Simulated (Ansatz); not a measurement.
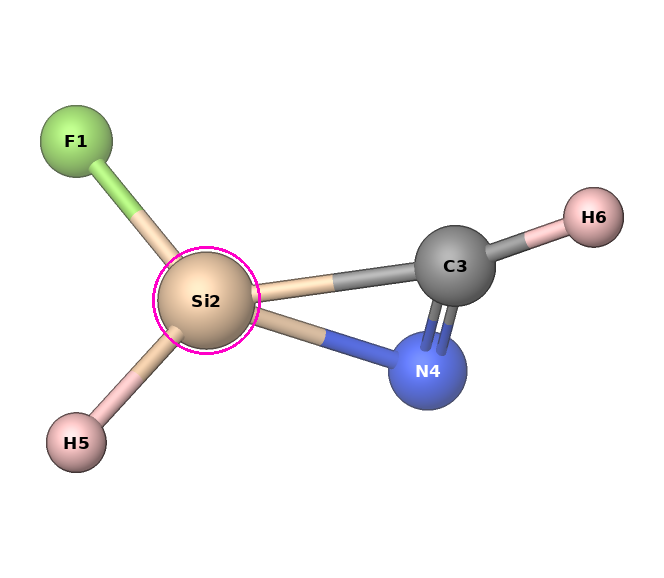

Atoms fade into the background with distance from the viewer. Circles mark the stereogenic atoms. The geometry was computed by an optimisation with PBE0-D4/def2-TZVP.

What are the Cahn–Ingold–Prelog descriptors?

Si2: R (priorities F1 > N4 > C3 > H5).

Write the isomeric SMILES.

F[Si@@H]1C=N1
